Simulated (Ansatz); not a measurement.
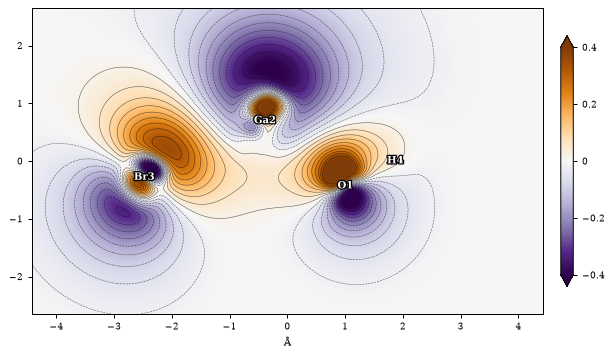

Figure. BrGaHO (SMILES [OH][Ga][Br]) (doublet). The HOMO (α) on the molecular plane (values in Å⁻³ᐟ²; the overall sign is arbitrary).

Geometry: PBE0-D4/def2-TZVP.

All numbers below come from isolated molecule in a Gaussian basis; Hartree-Fock in Ansatz 0.2.0.

Q: What is the character of this orbital?

A: Its weight (Hirshfeld) is mainly on Ga2 (about 65 %), Br3 (about 25 %) and O1 (about 10 %); it is symmetric in the molecular plane (an in-plane orbital: σ, lone-pair or in-plane π type). Its energy is −9.30 eV.
